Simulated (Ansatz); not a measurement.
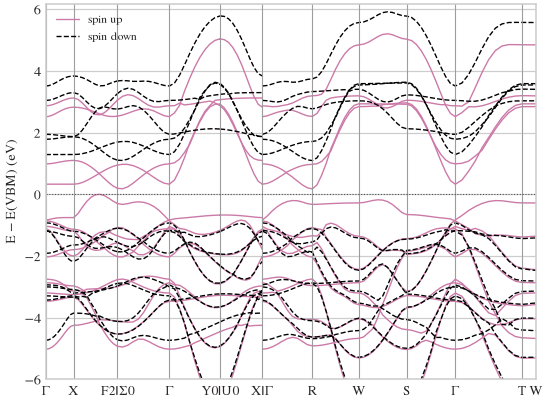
Fig. 1. Band structure from plane-wave PAW r²SCAN+D4 (Ansatz code)

Task: Read off the gap and where the band edges lie.

Result: About 0.2 eV (0.17 eV by a search for the band edges); maximum on the X–F2 line, 58 % of the way from X, minimum at R.

The material is VCl2O in space group Immm (No. 71; V on 2d, Cl on 4i, O on 2a).

The workflow started from a Materials Project entry (that database holds measured and hypothetical structures alike); the Crystallography Open Database copy checked does not list it. Whether it is the stable phase at ambient conditions was not checked. The cell was relaxed with r²SCAN+D4 under the symmetry of its start; its stability against distortions is not shown here. Magnetic state: ferromagnetic, chosen from 3 collinear starts compared on coarse meshes (ties went to the first, and starts can fall back to one state), not a proven ground state. Other orbital occupations within this spin state were not tried. No Hubbard U is applied.

Potentials: the later of the program's two PAW sets.
